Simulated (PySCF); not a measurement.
SMILES c1csc(-c2nccs2)c1, GFN2-xTB optimised geometry. Atoms within 1.6 Å of the plane z = 0.8 Å (x, y, z in Å): C1 (-0.22, -2.98, 0.00), C2 (1.15, -2.98, 0.00), S3 (1.81, -1.39, 0.00), C4 (0.21, -0.71, 0.00), C5 (0.04, 0.71, 0.00), N6 (1.00, 1.57, 0.00), C7 (0.54, 2.84, 0.00), C8 (-0.81, 2.98, 0.00), S9 (-1.57, 1.43, 0.00), C10 (-0.75, -1.68, 0.00), H11 (-0.81, -3.87, 0.00), H12 (1.81, -3.82, 0.00), H13 (1.25, 3.65, 0.00), H14 (-1.40, 3.87, 0.00), H15 (-1.81, -1.46, 0.00).

Calculation: CAM-B3LYP/def2-TZVP run with PySCF.

Map of the Laplacian of the electron density (e/bohr⁵) on the plane z = 0.8 Å:

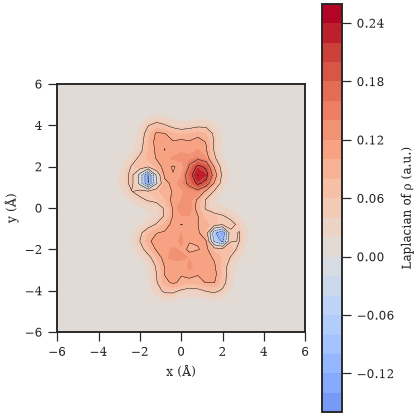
Laplacian of the electron density (e/bohr⁵) on the plane z = 0.8 Å.
